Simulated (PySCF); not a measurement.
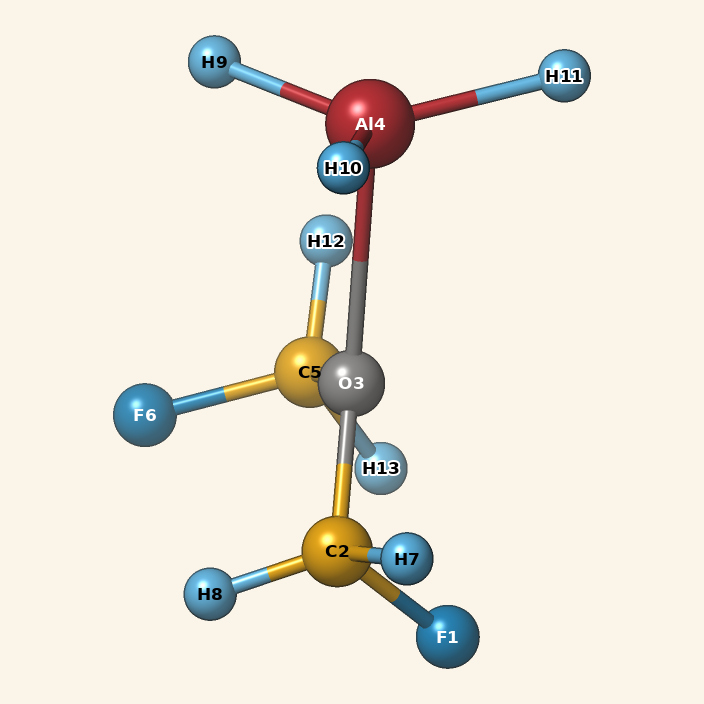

C5 lies behind O3. The molecule seen a little off the O3–C5 bond, O3 in front. Distant atoms are faded towards the background colour. Geometry: a frame of a GFN2-xTB molecular-dynamics simulation, not a minimum.

What is the torsion angle Al4–O3–C5–F6? The sign is positive where the front bond must turn clockwise to cover the back bond.

−106°, anticlinal.
